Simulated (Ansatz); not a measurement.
# Calculations on BNH₄ClF

## 1. Relaxation

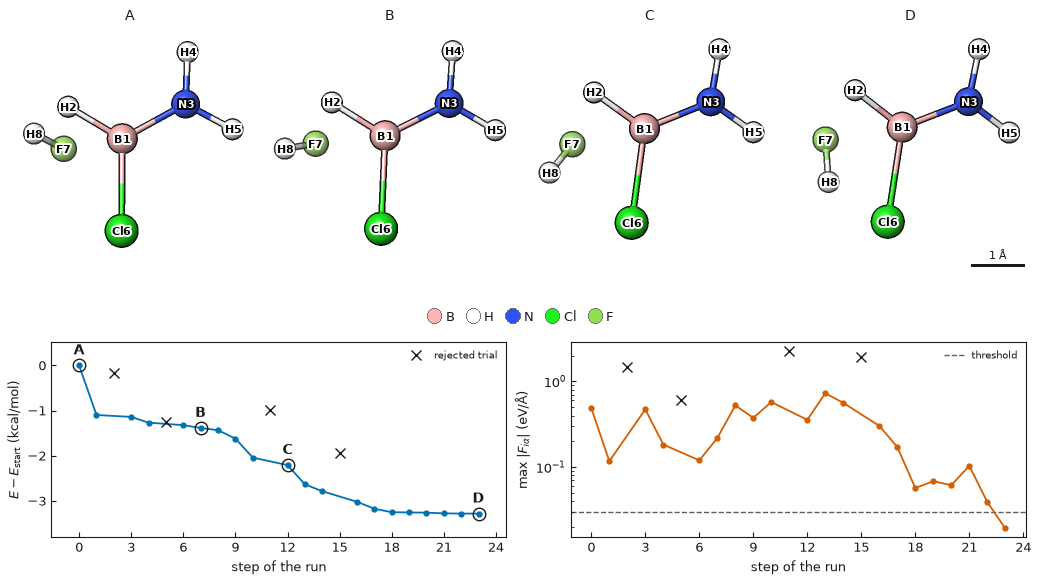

Frames of a relaxation of BNH$_{4}$ClF, marked on the history of the run. The picture is a ball-and-stick view, seen at a tilt.

The run prepares an end point of a later path (reaction) calculation, from a guessed geometry.

Computed with Ansatz 0.2.0, RKS B3LYP/6-31G*.

Input
```yaml
crystal:
  periodic: [false, false, false]
  atoms:
    - { symbol: B, position_ang: [0.041301, -0.155118, -0.148778] }
    - { symbol: H, position_ang: [-0.027325, -0.502957, 0.988363] }
    - { symbol: "N", position_ang: [1.259038, -0.129416, -0.811895] }
    - { symbol: H, position_ang: [2.136508, -0.279831, -0.33415] }
    - { symbol: H, position_ang: [1.354194, 0.14281, -1.781072] }
    - { symbol: Cl, position_ang: [-1.480882, 0.123126, -1.041188] }
    - { symbol: F, position_ang: [-0.000266, 1.97439, 1.215579] }
    - { symbol: H, position_ang: [-0.265367, 1.210896, 1.67854] }
basis:
  gaussian: { orbitals: "6-31G*" }
hamiltonian:
  xc: b3lyp
relax:
  f_tol: 0.03
  max_steps: 50
output:
  orbitals: {}
```

Run as
```bash
ansatz run input.yaml --threads 1 --pin off --max-ram 2048MiB --backend cpu --events-out ev --progress --plain --runs-dir out
```

### Describe the path.

The energy falls by 3.28 kcal/mol in 19 accepted moves (23 points after the start). Largest force component: 0.49 eV/Å at the start, 0.019 eV/Å at the end. The line search rejected the trial steps at points 2, 5, 11, 15 of the run. H8 moves most after the best rigid fit: 1.00 Å. By element the largest moves are H 1.00 Å, Cl 0.42 Å, F 0.40 Å, B 0.26 Å, N 0.09 Å. Near-neighbour distances that change, for instance: B1–Cl6 1.786 → 1.809 Å, F7–H8 0.931 → 0.939 Å, B1–H2 1.191 → 1.186 Å. Bond angles that change, for instance: H2–B1–N3 120.8° → 123.1°. The run took 36 s on 1 thread of AMD EPYC 9R45 96-Core Processor (Zen 5) (shared host), peak memory 0.18 GiB. From step 0 to 7: H8 moves most (0.36 Å), energy −1.38 kcal/mol. From step 7 to 12: H8 moves most (0.45 Å), energy −0.82 kcal/mol. From step 12 to 23: H8 moves most (0.40 Å), energy −1.07 kcal/mol.

```csv
step,"E − E(0), kcal/mol","largest force component, eV/Å",note
0,0.00,0.4865,
1,-1.10,0.1174,
2,-0.17,1.4825,rejected
3,-1.14,0.4725,
4,-1.27,0.1835,
5,-1.25,0.5990,rejected
6,-1.32,0.1200,
7,-1.38,0.2186,
8,-1.43,0.5258,
9,-1.62,0.3756,
10,-2.04,0.5743,
11,-0.98,2.2839,rejected
12,-2.21,0.3565,
13,-2.63,0.7271,
14,-2.79,0.5617,
15,-1.94,1.9359,rejected
16,-3.02,0.3033,
17,-3.17,0.1720,
18,-3.25,0.0572,
19,-3.26,0.0686,
20,-3.26,0.0616,
21,-3.28,0.1036,
22,-3.28,0.0393,
23,-3.28,0.0193,
```

## 2. Relaxation

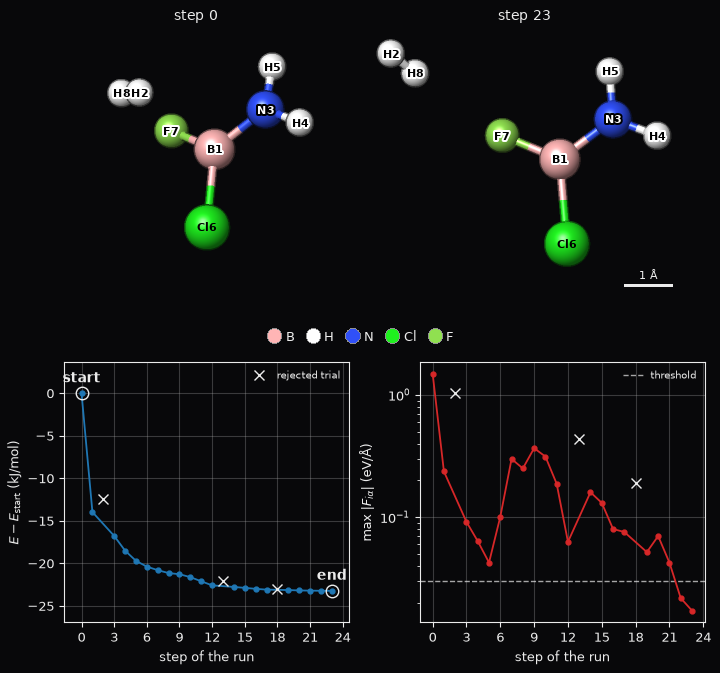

First and last geometry of a relaxation of BNH4ClF, with the history of the run. Style: ball-and-stick. Shown face on.

The run prepares an end point of a later path (reaction) calculation, from a guessed geometry.

These are results of RKS B3LYP/6-31G* in Ansatz 0.2.0, not measurements.

Input
```yaml
crystal:
  periodic: [false, false, false]
  atoms:
    - { symbol: B, position_ang: [-0.039527, 0.538649, -0.496812] }
    - { symbol: H, position_ang: [0.131029, -0.004288, 1.837946] }
    - { symbol: "N", position_ang: [1.241916, 0.074877, -0.781838] }
    - { symbol: H, position_ang: [1.415507, -0.809898, -1.232403] }
    - { symbol: H, position_ang: [2.059884, 0.641636, -0.614126] }
    - { symbol: Cl, position_ang: [-1.475469, -0.447092, -0.910737] }
    - { symbol: F, position_ang: [-0.220963, 1.729558, 0.062362] }
    - { symbol: H, position_ang: [-0.095177, 0.660458, 1.901006] }
basis:
  gaussian: { orbitals: "6-31G*" }
hamiltonian:
  xc: b3lyp
relax:
  f_tol: 0.03
  max_steps: 50
```

Command:
```bash
ansatz run input.yaml --threads 1 --pin off --max-ram 2048MiB --backend cpu --events-out ev --progress --plain --runs-dir out
```

**Read the history and describe the run.**

It converged. Over 20 accepted moves (23 points after the start) the energy falls by 23.2 kJ/mol. Largest force component: 1.5 eV/Å at the start, 0.017 eV/Å at the end. The line search rejected the trial steps at points 2, 13, 18 of the run. The largest move after the best rigid fit is that of H2, 1.79 Å. By element the largest moves are H 1.79 Å, Cl 0.85 Å, F 0.70 Å, N 0.47 Å, B 0.43 Å. Among the contacts that change: H2–H8 0.705 → 0.743 Å, B1–F7 1.328 → 1.335 Å, B1–Cl6 1.790 → 1.783 Å. Cost: 38 s on 1 thread of AMD EPYC 9R45 96-Core Processor (Zen 5) (shared host), peak memory 0.18 GiB.

## 3. Path

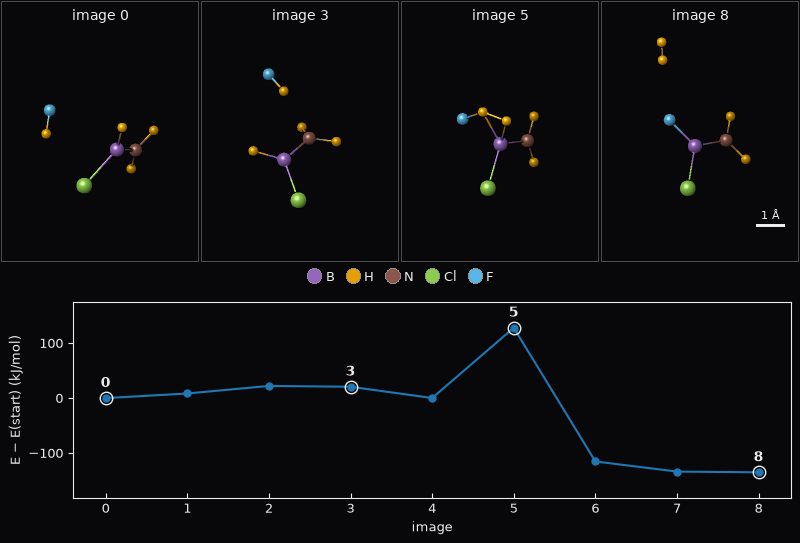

A nudged-elastic-band calculation for BNH$_{4}$ClF, made up at the start of BNH₃Cl and HF. Images are numbered from 0 (start) to 8 (end). The picture is a ball-and-stick view, seen at a tilt.

The calculation used RKS B3LYP/6-31G* (Ansatz 0.2.0). Set-up: 7 movable images; climbing image; force threshold 0.05 eV/Å; iteration limit 60; starting path through a guess of the saddle point.

**What happens along the path, and what is the barrier?**

Forward barrier 127.9 kJ/mol, backward barrier 263.0 kJ/mol, with image 5 at the top; the reaction energy is −135.0 kJ/mol. The profile has 2 maxima (images 2, 5) with a dip at image 4 (+0.1 kJ/mol), so the process runs in steps. The path has more than one stage, and so few images may leave a stage unresolved. Breaking: B–H (1.19 → 4.33 Å), F–H (0.94 → 2.52 Å). Forming: B–F (2.89 → 1.34 Å), H–H (2.97 → 0.74 Å). The band converged in 36 iterations. The largest component of the band force went from 70 to 0.049 eV/Å. The climbing image converged on the top of the path. Its vibrational analysis gives one imaginary mode (1229i cm⁻¹), as a transition state must have.

Limits of the set-up: the start holds two separate molecules, 2.4 Å apart at their closest, whose relative position is a soft coordinate and is computed without a dispersion correction.

The run took 6.1 min on 1 thread of AMD EPYC 9R45 96-Core Processor (Zen 5), with other jobs on the host, peak memory 0.16 GiB.
